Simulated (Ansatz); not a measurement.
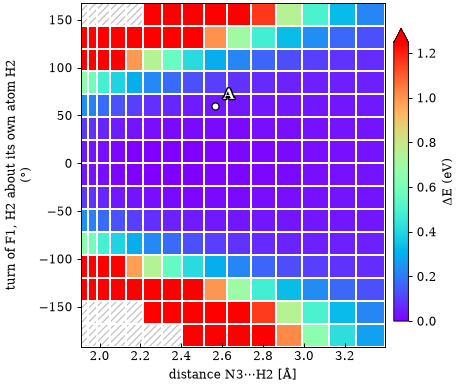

The pair FH···N₂. 
- The turn is about an axis along (−1.00, 0.07, 0.04) in the frame of the relaxed pair, normal to the line between the partners.
- First axis: distance N3···H2. Second axis: turn of F1, H2 about its own atom H2.
- The scan uses a 15 × 15 grid. At 17 points there is no value.
- Points are written as (first, second).
- All energies are given in eV relative to the lowest grid point.
- All numbers below come from RHF/def2-TZVPD (Ansatz 0.2.0).

In the figure: one coloured cell a grid point, one colour for all values above the top of the scale, hatched blanks where no value was computed, the point A.

Question: Which way does the force act at A, and how strong is it?

Answer: A, at (2.565 Å, 60°), is not a stationary point. The computed force is 0.047 eV for each Å towards larger values of distance N3···H2 and 0.0015 eV for each degree towards smaller values of the second coordinate.
